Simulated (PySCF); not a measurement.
## Electronic structure of C₃H₆B₂Cl₂O (SMILES ClB(Cl)B1CCOC1) in real space

The calculation's input:

```
{"job": {"kind": "uv", "xc": "B3LYP", "basis": "def2-SVPD", "nstates": 8, "ntriplets": 3}, "charge": 0, "multiplicity": 1}
Cl     3.082179     0.146965     1.707746
B      2.301559    -0.024646     0.171929
Cl     3.348615    -0.287742    -1.180922
B      0.662729     0.057533    -0.004072
C     -0.401993    -1.111694    -0.030834
C     -1.751839    -0.371042     0.026313
O     -1.552361     0.905466    -0.537706
C     -0.238662     1.348037    -0.211068
H     -0.324282    -1.870351     0.745606
H     -0.307298    -1.635004    -0.986822
H     -2.072892    -0.271406     1.075281
H     -2.547380    -0.857041    -0.540784
H     -0.266002     1.920814     0.733253
H      0.066950     2.049638    -0.990086
```

Launched as:

```sh
OMP_NUM_THREADS=1 python probes_run.py task.json out
```

Geometry: GFN2-xTB.

Level of theory: B3LYP/def2-SVPD, SCF density, gas phase (PySCF).

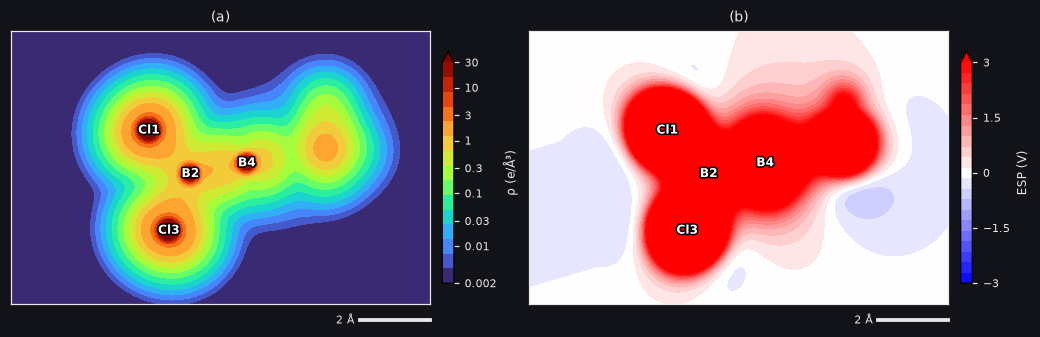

Figure 1. (a) total electron density; (b) electrostatic potential on the plane of atoms Cl3, B2 and B4.

**What do the fields say about this system?**

- The plane passes through Cl and B nuclei.
- B–B (1.65 Å): ρ at the midpoint is about 1.2 e/Å³.
- B–Cl (1.73 Å): ρ is about 1.4 e/Å³ halfway.
- Outside the dense part of the molecule the potential is most negative (−0.6 V) near O7, which lies off the plane.

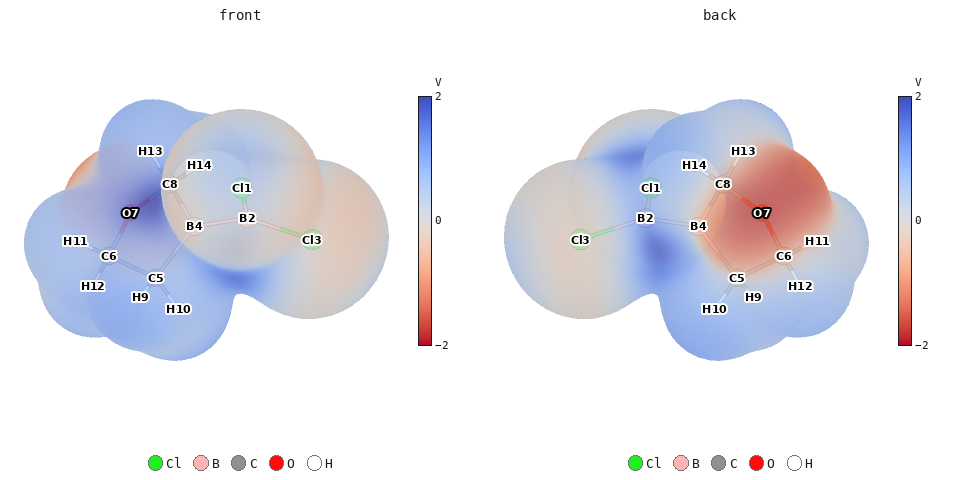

Figure 2. The electrostatic potential painted on the density surface at 0.002 e/bohr³, seen from the front and from behind; the colour scale runs from red (negative) to blue (positive).

**Where is the surface potential most negative and most positive?**

The most negative region (about −1.5 V) lies over O7, the most positive (about +1.7 V) over B4. Cl1 shows a σ-hole: about +0.4 V at the tip opposite its bond, against about −0.1 V on its flanks. Cl3 shows a σ-hole: about +0.4 V at the tip opposite its bond, against about −0.1 V on its flanks. O7 is the likeliest acceptor of a hydrogen bond.

**How polar is the molecule by this calculation?**

Its dipole moment is 1.07 D.

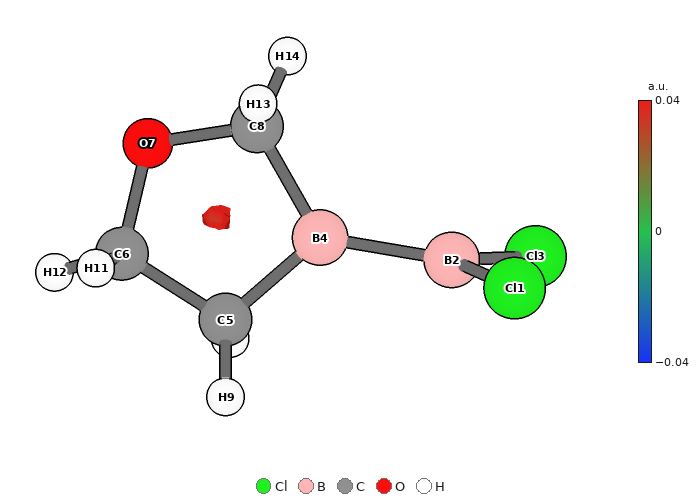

Figure 3. Non-covalent interaction (NCI) plot: the surface where the reduced density gradient is 0.4, for densities under 0.05 a.u., coloured by sign(λ₂)ρ; seen at a tilt.

**What holds or crowds the atoms apart from the covalent bonds?**

Inside the ring or cage of B4, C5, C6, O7 and C8: steric crowding (red).
